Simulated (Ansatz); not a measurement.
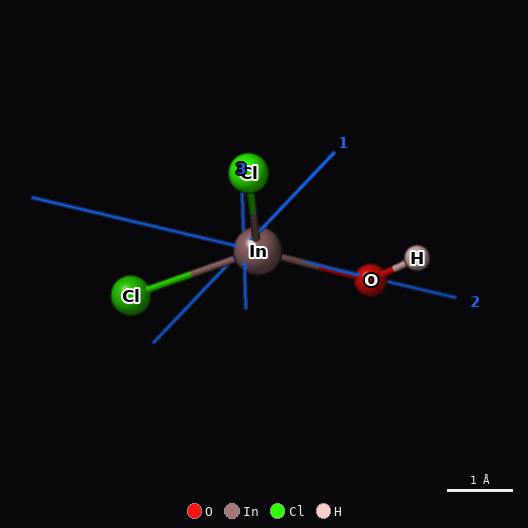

The three principal axes of inertia are drawn and numbered. Depth is shown by fading: the farther an atom, the more it takes the colour of the background. The computed structure is the end point of a PBE-D4/def2-SVP optimisation. No frequency run is at hand to confirm it as a minimum. Masses are those of the most abundant isotopes; constants are for the rigid equilibrium geometry.

**Which line is the a axis (least moment of inertia), which b and which c?**

a is line 1, b is line 2, c is line 3; the moments are 157, 288, 445 u Å².

**What kind of rotor is it, and what are its rotational constants in GHz?**

An asymmetric top (Cs): A = 3.22, B = 1.76, C = 1.14 GHz. Ray's parameter κ is −0.40, nearer the prolate limit.
